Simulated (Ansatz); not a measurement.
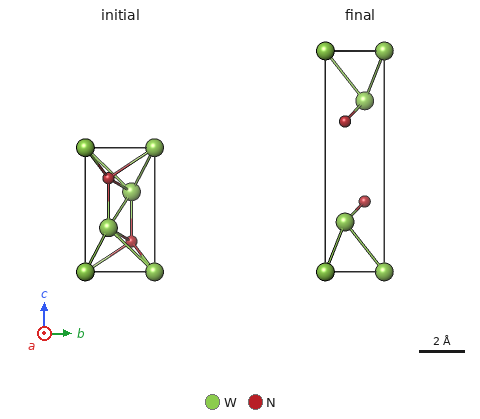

The structure of crystalline W$_{3}$N$_{2}$ (built on the A-type sesquioxide_164 type) (coarse preliminary run) before (left) and after (right) a relaxation, at one scale.

Style: ball-and-stick. Shown: the cell of the calculation, along the a axis.

Case: A-type sesquioxide type (P-3m1, No. 164).

Computed with DFT PBE, scalar-relativistic, plane waves, PAW in Ansatz.

The input:
```yaml
crystal:
  lattice:
    - [3.559482716, 0.0, 0.0]
    - [-1.779741358, 3.0826024564, 0.0]
    - [0.0, 0.0, 5.537976916]
  atoms:
    - { symbol: W, position: [0.0, 0.0, 0.0] }
    - { symbol: W, position: [0.3333333333, 0.6666666667, 0.645] }
    - { symbol: W, position: [0.6666666667, 0.3333333333, 0.355] }
    - { symbol: "N", position: [0.3333333333, 0.6666666667, 0.245] }
    - { symbol: "N", position: [0.6666666667, 0.3333333333, 0.755] }
basis:
  ecutwfc: 420
kpoints:
  mp_grid: { grid: [6, 6, 4] }
hamiltonian:
  xc: pbe
scf:
  occupations: { method: gaussian, width: 0.1 }
  lower_state_search: "off"
output:
  forces: true
  stress: true
  eigenvalues: true
relax:
  adjacent_minimum: "off"
  f_tol: 0.04
  max_steps: 70
  cell: { stress_tol: 0.4 }
```

Launched with:
```bash
ansatz run input.yaml --threads 1 --pin off --max-ram 2560MiB --backend cpu --events-out ev --progress --plain --runs-dir out
```

**Summarise the run.**

The energy falls by 821 meV per atom in 27 accepted moves (32 points after the start). The largest force component goes from 3.2 to 0.0046 eV/Å. The pressure goes from 1.62 to 0.07 GPa. The line search rejected the trial step at point 9 of the run. The SCF was repeated 4 times at an unchanged geometry on a basis and grid sized afresh for the cell, which shifted the energy by 64.5 meV per atom at most. The largest moves relative to the cell, 1.27 Å, are those of W2 and W3. W3 goes along −c. By element the largest moves are W 1.27 Å, N 0.73 Å. Cell: a = b 3.559 → 3.033 Å (−14.8 %), c 5.538 → 9.852 Å (+77.9 %). Volume +29.2 %. Near-neighbour distances that change, for instance: W2–W3 2.608 → 5.677 Å, W2–N4 2.215 → 4.484 Å, W1–N4 2.463 → 3.597 Å, W1–W1 3.559 → 3.033 Å. Bonds break: W2–N4 (2.22 → 4.48 Å), W2–W3 (2.61 → 5.68 Å), W3–N5 (2.22 → 4.48 Å). Bond angles that change, for instance: W1–W3–N4 57.1° → 95.2°, W1–W3–N4 119.8° → 155.8°, W2–W1–W3 102.5° → 115.2°. The space group stays P-3m1 (No. 164).
